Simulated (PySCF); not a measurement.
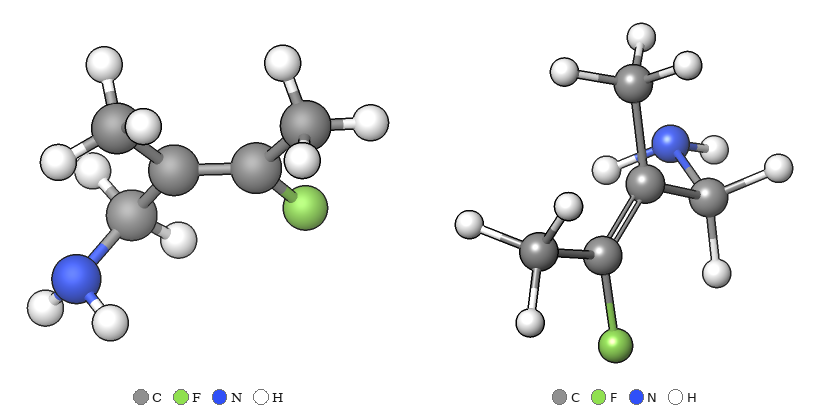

Two views of one molecule.

The computed structure is the end point of a GFN2-xTB optimisation. No frequency run is at hand to confirm it as a minimum.

Which formula does it have?

Answer. C5H10FN, 17 atoms: 5 carbon, 10 hydrogen, 1 fluorine and 1 nitrogen.

Write the SMILES.

Answer. C/C(F)=C(\C)CN

Count the bonded pairs by element.

Answer. 8 C–H, 4 C–C, 2 N–H, 1 C–F, 1 C–N.

What is the point group of this geometry?

Answer. C1.

The parts below concern this one geometry. Atoms keep their numbers from picture to picture.

### Shape

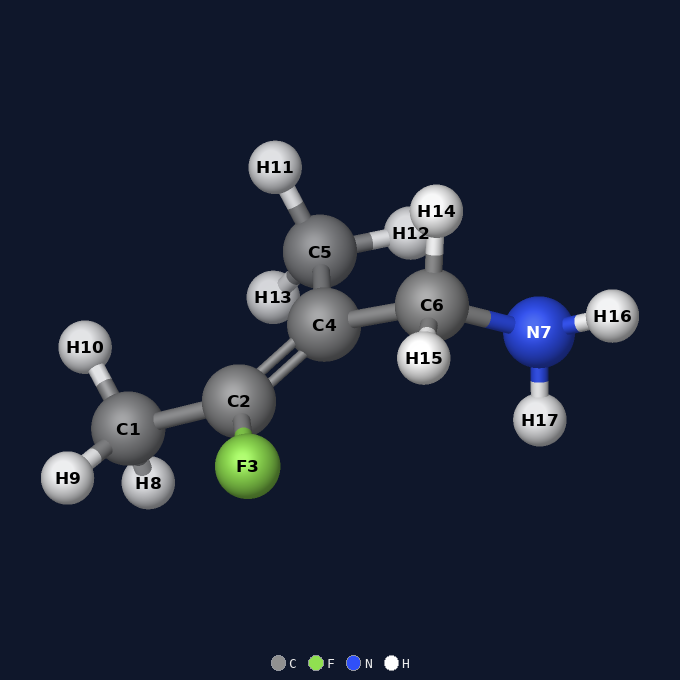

Atoms carry their numbers in the input. No frequency run is at hand to confirm it as a minimum.

Give these bond angles: C1–C2–F3, C2–C1–H8, C2–C1–H9, C2–C1–H10, C2–C4–C6, F3–C2–C4, C4–C5–H11, C4–C5–H12, C4–C5–H13, C4–C6–H14, C6–N7–H16, C6–N7–H17.

```
    angle  degrees
 C1–C2–F3    112.5
 C2–C1–H8    110.8
 C2–C1–H9    109.1
C2–C1–H10    110.8
 C2–C4–C6    122.6
 F3–C2–C4    119.5
C4–C5–H11    110.2
C4–C5–H12    108.5
C4–C5–H13    111.8
C4–C6–H14    108.8
C6–N7–H16    110.1
C6–N7–H17    109.7
```

### Excitation

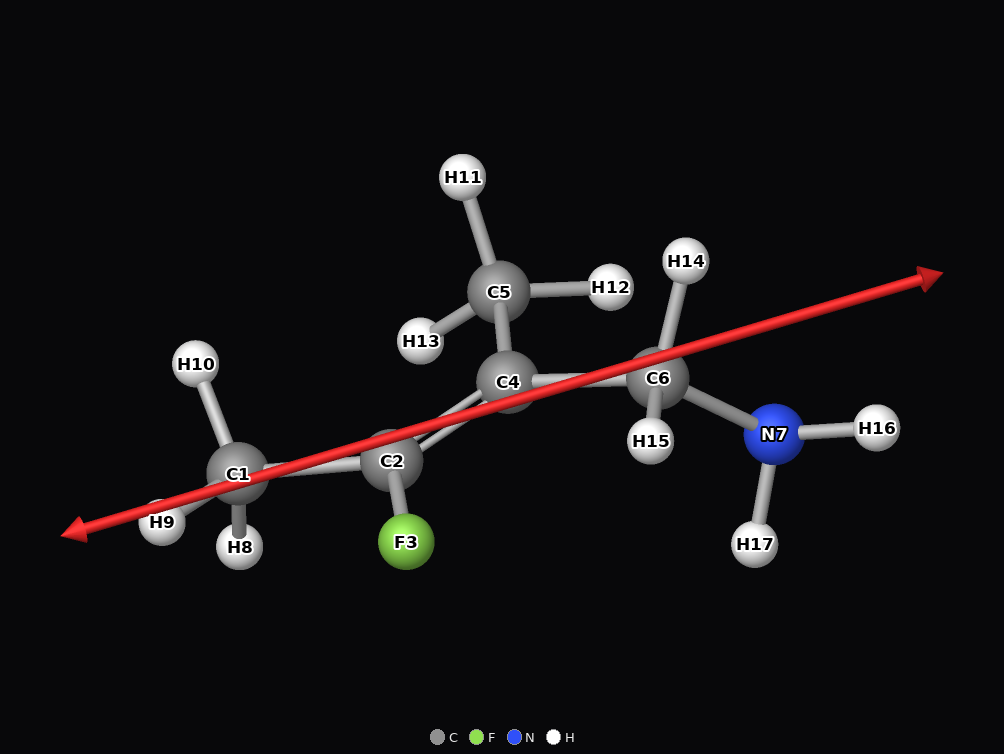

The double arrow shows the direction of the transition dipole to excited singlet state 4 (its length means nothing). No frequency run is at hand to confirm it as a minimum. Level of theory: TDDFT PBE0/def2-SVPD, vertical, gas phase, core orbitals frozen in the response (PySCF 2.14.0).

How is the transition polarised?

Answer. Close to the long direction C1···N7.

Give its energy, strength and character.

Answer. 6.76 eV (183 nm), oscillator strength 0.19, of mixed character, with the largest part HOMO → LUMO+1 (weight 0.45); transition dipole 2.70 D.

### Polarisability

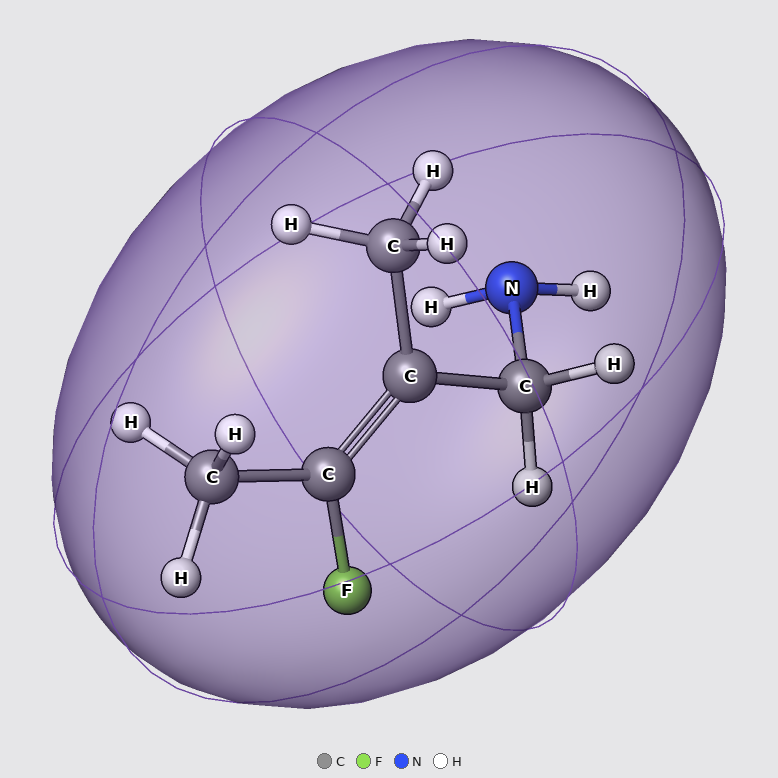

The ellipsoid shows the static dipole polarisability: its half-axes are proportional to the principal values. No frequency run is at hand to confirm it as a minimum. Computed with PBE0/def2-SVPD (PySCF 2.14.0).

How large and how anisotropic is the polarisability?

Answer. Principal values 57.6, 69.7, 88.5 bohr³; mean 72.0 bohr³ (10.66 Å³); anisotropy 27.0 bohr³, so the longest axis is 1.54 times the shortest.

### NMR shielding

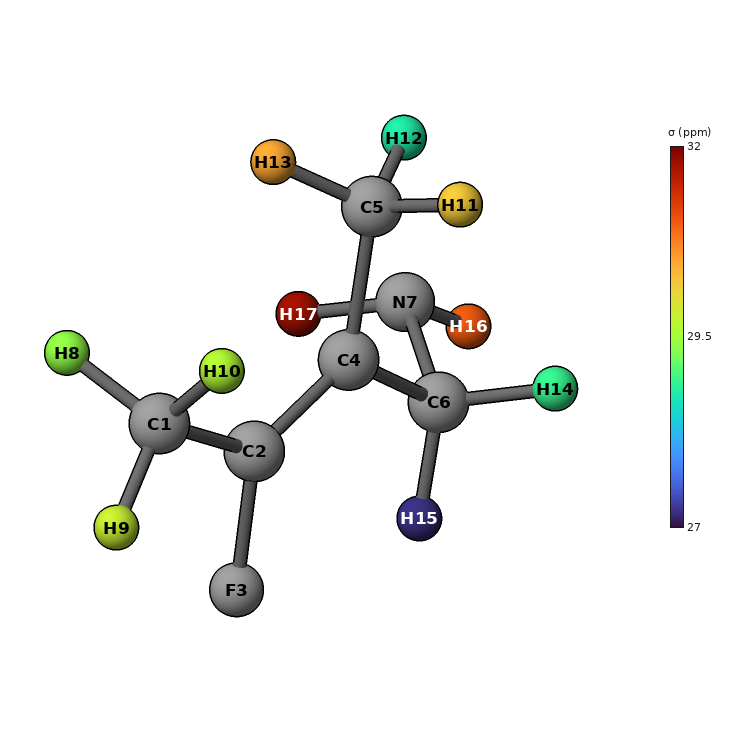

Atoms are coloured by their isotropic NMR shieldings (H only, the others grey). No frequency run is at hand to confirm it as a minimum. Level of theory: GIAO PBE0/pcSseg-1 NMR shielding, non-relativistic, gas phase (PySCF 2.14.0).

Which H atom is the most shielded (lowest chemical shift)?

Answer. H17 (31.73 ppm).

Which H atom is the least shielded (highest chemical shift)?

Answer. H15 (27.23 ppm).

How wide is the range of H shifts?

Answer. 4.50 ppm.

List the isotropic NMR shieldings of the H atoms.

```json
{"atom": "H8", "σ (ppm)": "29.39"}
{"atom": "H9", "σ (ppm)": "29.79"}
{"atom": "H10", "σ (ppm)": "29.60"}
{"atom": "H11", "σ (ppm)": "30.19"}
{"atom": "H12", "σ (ppm)": "28.76"}
{"atom": "H13", "σ (ppm)": "30.47"}
{"atom": "H14", "σ (ppm)": "28.92"}
{"atom": "H15", "σ (ppm)": "27.23"}
{"atom": "H16", "σ (ppm)": "30.99"}
{"atom": "H17", "σ (ppm)": "31.73"}
```

### Quadrupole coupling

No frequency run is at hand to confirm it as a minimum. Electric field gradients from the ground-state density, PBE0/pcSseg-1 (PySCF 2.14.0), non-relativistic apart from any core potentials.

Give the largest field-gradient component, the quadrupole coupling constant and the asymmetry for 14N at N7 (Q = 20.44 mb), 2H at H8 (Q = 2.86 mb), 2H at H9 (Q = 2.86 mb).

| atom | V_zz (a.u.) | e²qQ/h (MHz) | η |
| --- | --- | --- | --- |
| N7 | −1.159 | −5.57 | 0.14 |
| H8 | 0.310 | 0.208 | 0.02 |
| H9 | 0.313 | 0.210 | 0.02 |
